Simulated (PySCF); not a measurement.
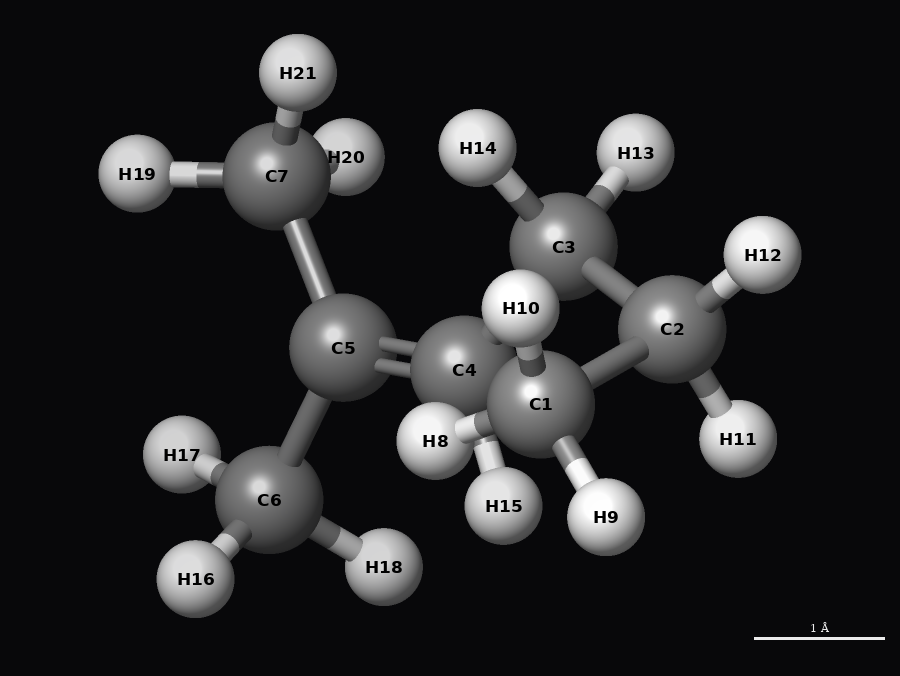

The atoms are numbered. Geometry: a frame of a GFN2-xTB molecular-dynamics simulation, not a minimum.

Describe the coordination of atom 3.

Answer. C3 has 4 neighbours (C2 at 1.54, C4 at 1.45, H13 at 1.13, H14 at 1.15 Å); the arrangement is tetrahedral.

What is the geometry at C6?

Answer. C6 has 4 neighbours (C5 at 1.51, H16 at 1.06, H17 at 1.13, H18 at 1.12 Å); the arrangement is tetrahedral.

What is the geometry at C2?

Answer. C2 has 4 neighbours (C1 at 1.60, C3 at 1.54, H11 at 1.08, H12 at 1.10 Å); the arrangement is tetrahedral.

How are the neighbours of atom 4 arranged?

Answer. C4 has 3 neighbours (C3 at 1.45, C5 at 1.27, H15 at 1.11 Å); the arrangement is trigonal planar.

What is the dihedral angle C2–C3–C4–C5?

Answer. 168° in size, that is anti.
